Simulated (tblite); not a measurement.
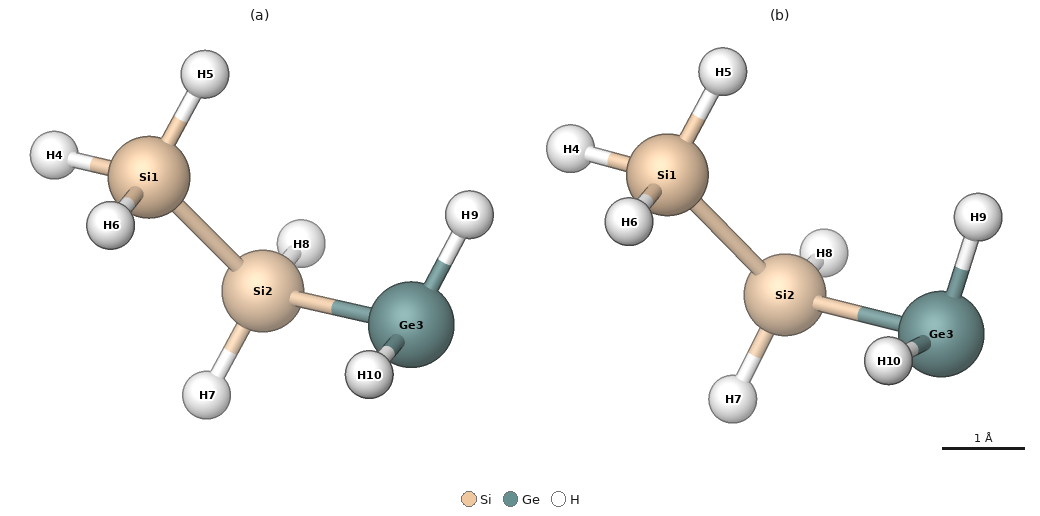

The structure of GeSi$_{2}$H$_{7}$ (multiplicity 2) before (left) and after (right) a relaxation, at one scale.

Style: ball-and-stick. Shown from a free direction.

All numbers below come from tblite, GFN2-xTB geometry optimisation, gas phase. 

**Summarise the run.**

Over 46 geometry steps the energy falls by 29.0 kJ/mol. Ge3 moves most after the best rigid fit: 0.18 Å. By element the largest moves are Ge 0.18 Å, H 0.17 Å, Si 0.06 Å. Some distances before and after: Si1–Si2 2.218 → 2.326 Å, Si2–Ge3 2.324 → 2.392 Å, Ge3–H10 1.551 → 1.571 Å, Si2–H8 1.457 → 1.471 Å. Bond angles that change, for instance: H9–Ge3–H10 109.4° → 92.6°, Si2–Ge3–H9 108.6° → 102.3°, H7–Si2–H8 109.7° → 103.5°. The run took 0.2 s on 1 thread of Arm Neoverse V1, on a shared host.
